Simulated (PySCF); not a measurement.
C6H6ClN3Si (SMILES [SiH3]c1cccc2c(Cl)nnn12)

The calculation's input:

```
{"job": {"kind": "nmr", "xc": "PBE0", "basis": "pcSseg-1"}, "charge": 0, "multiplicity": 1}
Si    -2.673053    -0.436162    -0.102000
C     -0.923369     0.267465     0.069448
C     -0.528646     1.535513     0.386861
C      0.836446     1.889805     0.471609
C      1.810805     0.960688     0.236147
C      1.410151    -0.341076    -0.090359
C      1.991330    -1.580814    -0.404243
Cl     3.646750    -1.950872    -0.501716
N      1.025573    -2.467641    -0.625941
N     -0.127132    -1.898085    -0.479455
N      0.065812    -0.630104    -0.159706
H     -2.829856    -0.901674    -1.474979
H     -3.570645     0.687340     0.185988
H     -2.822262    -1.499224     0.884902
H     -1.282265     2.282728     0.577354
H      1.101057     2.904508     0.724933
H      2.862309     1.189636     0.291249
```

Command:

```sh
OMP_NUM_THREADS=1 python probes_run.py task.json out
```

Geometry: GFN2-xTB.

Computed with PySCF, PBE0/pcSseg-1, SCF density, gas phase, non-relativistic.

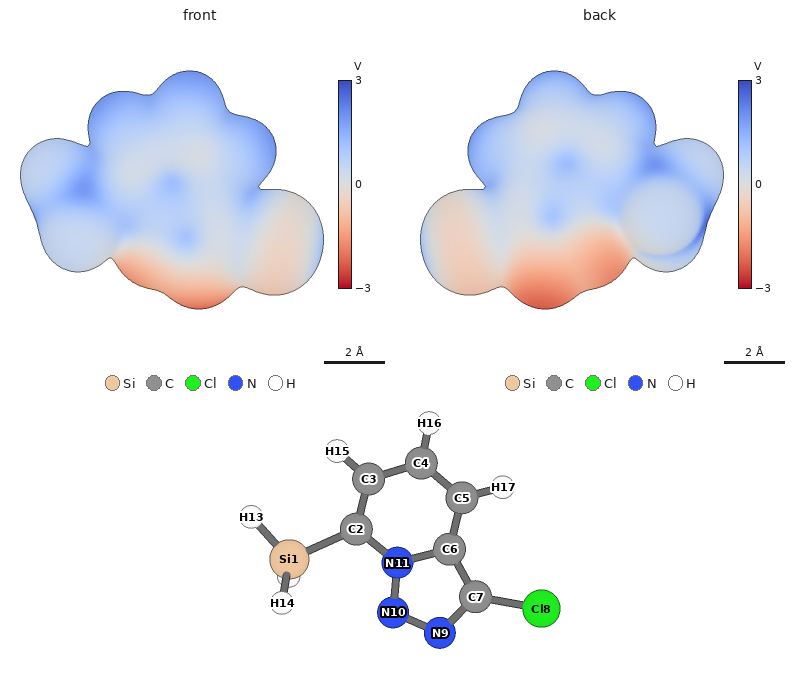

Figure 1. The electrostatic potential painted on the density surface at 0.004 e/bohr³, seen from the front and from behind; the colour scale runs from red (negative) to blue (positive). The bare structure is drawn below in the same view.

Describe the electrostatic potential map.

The most negative region (about −2.1 V) lies over N9, the most positive (about +2.2 V) over Si1. Cl8 shows a σ-hole: about +1.1 V at the tip opposite its bond, against about −0.3 V on its flanks. N9 is the likeliest acceptor of a hydrogen bond.

How polar is the molecule by this calculation?

Its dipole moment is 5.00 D.

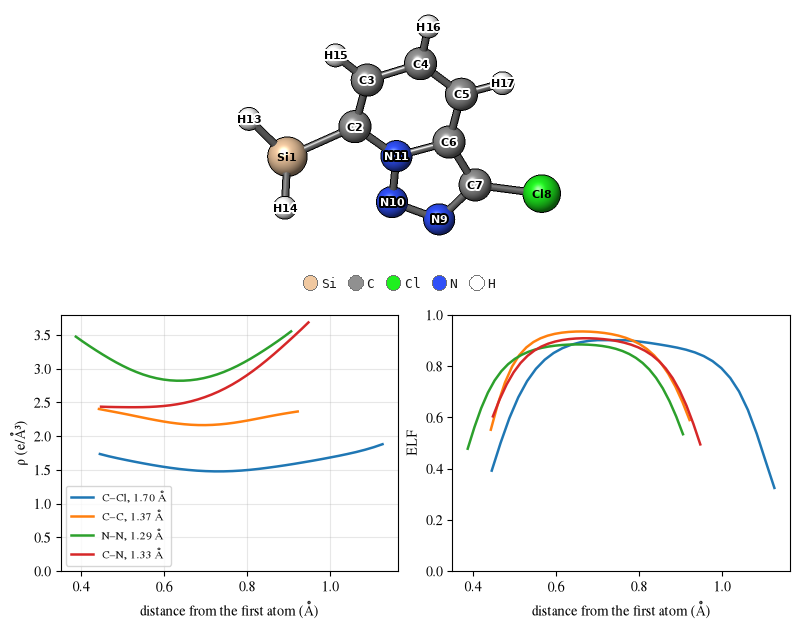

Figure 2. Total electron density and ELF along straight lines between neighbouring atoms. The curves leave out the atomic cores. The structure is drawn too.

Compare the contacts.

C–Cl (1.70 Å): ρ is about 1.5 e/Å³ halfway; the ELF peaks at about 0.90 between the atoms, as expected for a covalent bond.
C–C (1.37 Å): ρ at the midpoint is about 2.2 e/Å³; the ELF peaks at about 0.95 between the atoms: localised, covalent bonding.
N–N (1.29 Å): ρ at the midpoint is about 2.8 e/Å³; the ELF peaks at about 0.90 between the atoms: localised, covalent bonding.
C–N (1.33 Å): ρ is about 2.5 e/Å³ halfway; the ELF peaks at about 0.90 between the atoms, as expected for localised, covalent bonding.
